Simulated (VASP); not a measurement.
Band structure of SrO (rock salt). Method: LDA (Ceperley-Alder, Perdew-Zunger), VASP's LDA PAW potentials (set 64) (plane waves; VASP).

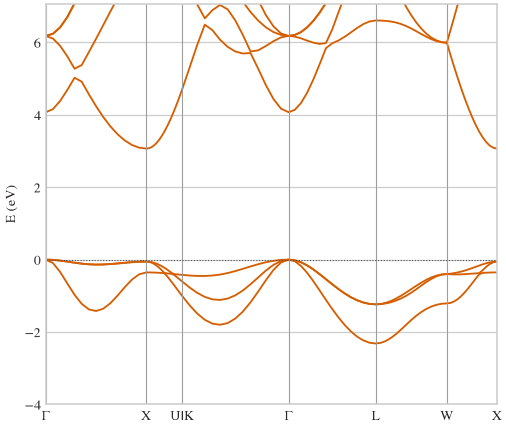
Bands along high-symmetry lines, zero at the valence-band maximum or, without a gap, the Fermi level

Q: Read the plot: is there a gap, and where are the band edges?

A: The gap is indirect, 3.07 eV, from the valence maximum at Γ to the conduction minimum at X. (Edges off the drawn lines would not show.)

The compound is SrO in the rock salt structure. It was relaxed first.
